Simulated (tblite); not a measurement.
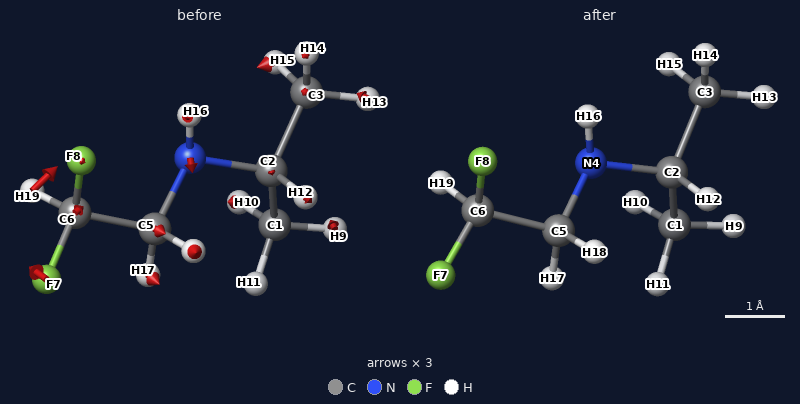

The structure of C₅H₁₁F₂N before (left) and after (right) a relaxation, at one scale. The red arrows give the displacements, magnified 3 times.

Style: ball-and-stick. Shown from a free direction.

Method: GFN2-xTB geometry optimisation, gas phase (tblite 0.8.0). 

What changed between the two?

Answer. Over 70 geometry steps the energy falls by 0.109 eV. The largest move after the best rigid fit is that of H19, 0.21 Å. By element the largest moves are H 0.21 Å, F 0.19 Å, C 0.09 Å, N 0.09 Å. Some distances before and after: N4–C5 1.485 → 1.447 Å, C3–H13 1.105 → 1.087 Å, C2–N4 1.475 → 1.460 Å, C1–H10 1.101 → 1.087 Å. Among the angles between lasting bonds that change: N4–C5–H18 109.3° → 113.5°, N4–C5–C6 112.4° → 109.1°, C2–C3–H15 112.5° → 109.7°. Cost: 0.99 s on 1 thread of AMD EPYC 7R43 64-Core Processor (shared host).
